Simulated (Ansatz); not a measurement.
# Si2GeH8: how energies converge with the basis set

Aim: see how fast density functionals converge with the basis set for Si2GeH8.

Computed with Ansatz 0.2.0, Gaussian basis. Level: one geometry, several basis sets.

The runs, in order: PBE0-D4/def2-SVP; ωB97M-V/def2-SVP; PBE0-D4/def2-QZVPP; ωB97M-V/def2-QZVPP; the functionals' def2-TZVPP values are taken from earlier runs.

## 1. The relaxed structure

An earlier PBE0-D4 in a triple-zeta def2 set relaxation fixed the geometry.

SMILES `[SiH3][SiH2][GeH3]`, 11 atoms, charge 0, spin multiplicity 1.

Atoms are counted from 1 here; the program's logs count them from 0.

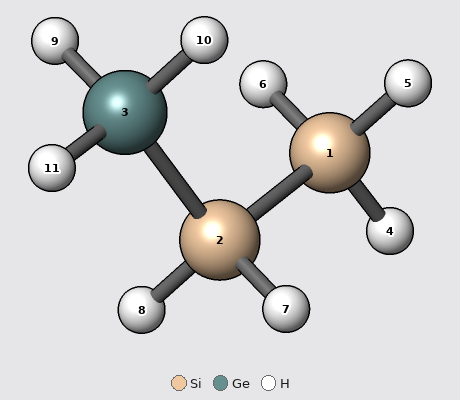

The geometry (silicon light orange, germanium teal, hydrogen white); atoms are numbered from 1 in the order of the file.

## 2. PBE0-D4 in def2-SVP

File in.yaml:

```yaml
crystal:
  periodic: [false, false, false]
  atoms:
    - {symbol: Si, position_ang: [-1.302271, 1.335033, -0.632979]}
    - {symbol: Si, position_ang: [-0.433702, -0.816236, -0.352328]}
    - {symbol: Ge, position_ang: [1.600812, -0.733706, 0.879886]}
    - {symbol: H, position_ang: [-2.576046, 1.308381, -1.401049]}
    - {symbol: H, position_ang: [-0.320517, 2.180705, -1.363978]}
    - {symbol: H, position_ang: [-1.558674, 1.949622, 0.697398]}
    - {symbol: H, position_ang: [-0.178325, -1.436387, -1.682299]}
    - {symbol: H, position_ang: [-1.415521, -1.667256, 0.375977]}
    - {symbol: H, position_ang: [1.357609, -0.107951, 2.263745]}
    - {symbol: H, position_ang: [2.636037, 0.127945, 0.137159]}
    - {symbol: H, position_ang: [2.190618, -2.140171, 1.078448]}
basis:
  gaussian: {orbitals: def2-SVP}
hamiltonian: {xc: pbe0, dispersion: d4}
output: {orbitals: {seedname: orbitals}}
```

Started as:

```
$ ansatz run in.yaml --threads 4 --pin off --events-out ev --progress --plain --max-ram 10444MiB
```

The runs that follow: ωB97M-V in def2-SVP; PBE0-D4 in def2-QZVPP; ωB97M-V in def2-QZVPP.

Q: Predict the results of all the runs planned. Wanted: PBE0-D4: double and triple zeta above quadruple; ωB97M-V: double and triple zeta above quadruple.

**Answer**, as computed:

| quantity | value |
| --- | --- |
| PBE0-D4: double and triple zeta above quadruple | 14.45, 1.76 eV |
| ωB97M-V: double and triple zeta above quadruple | 14.47, 1.70 eV |

What this shows: For PBE0-D4 the step from double to triple zeta gains 12.69 eV and the next only 1.76 eV. These are total energies; as a rule much of such shifts cancels in differences, which this series doesn't test. The LUMO of ωB97M-V is positive and keeps falling with the basis (1.83 to 1.22 eV): an unbound level that the basis holds in place.
